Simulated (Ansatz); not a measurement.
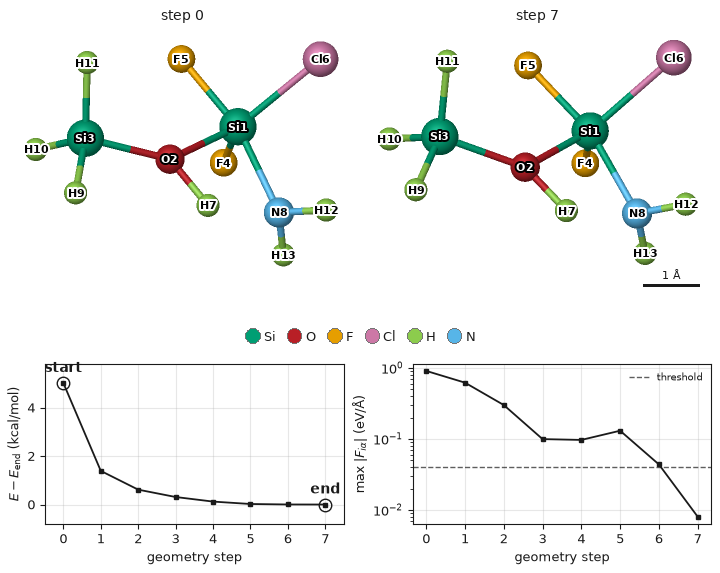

First and last geometry of a constrained relaxation of Si2NH6OClF2, with the history of the run. A ball-and-stick model, seen at a tilt.

The reaction that was planned forms Si1–N8, O2–H7 and breaks Si1–O2, H7–N8 (atoms numbered from 1 in input order).

Level of theory: RKS PBE0-D4/def2-SVP in Ansatz 0.2.0. Settings: held fixed: the distance between atoms 1 (Si) and 8 (N), the distance between atoms 2 (O) and 7 (H), the distance between atoms 1 (Si) and 2 (O), the distance between atoms 7 (H) and 8 (N), counting from 1; force threshold 0.04 eV/Å; at most 150 steps.

**Did the run converge, and what did it change?**

It converged. After 7 geometry steps the energy has fallen by 5.02 kcal/mol. Largest force component: 0.91 eV/Å at the start, 0.008 eV/Å at the end. H9 moves most after the best rigid fit: 0.27 Å. By element the largest moves are H 0.27 Å, F 0.22 Å, O 0.15 Å, Cl 0.10 Å, Si 0.09 Å, N 0.06 Å. Among the contacts that change: O2–Si3 1.656 → 1.715 Å, Si1–Cl6 2.029 → 2.081 Å, Si3–H10 1.457 → 1.483 Å, Si3–H9 1.464 → 1.489 Å. Among the angles between lasting bonds that change: F4–Si1–Cl6 129.2° → 119.9°, Si3–O2–H7 136.0° → 144.2°, Si1–O2–Si3 138.5° → 130.8°. The run took about 80 core-seconds on a shared host.

```
step  E − E(0), kcal/mol  largest force component, eV/Å
   0                0.00                         0.9077
   1               -3.63                         0.6201
   2               -4.40                         0.3001
   3               -4.71                         0.0994
   4               -4.89                         0.0968
   5               -4.99                         0.1305
   6               -5.01                         0.0437
   7               -5.02                         0.0080
```
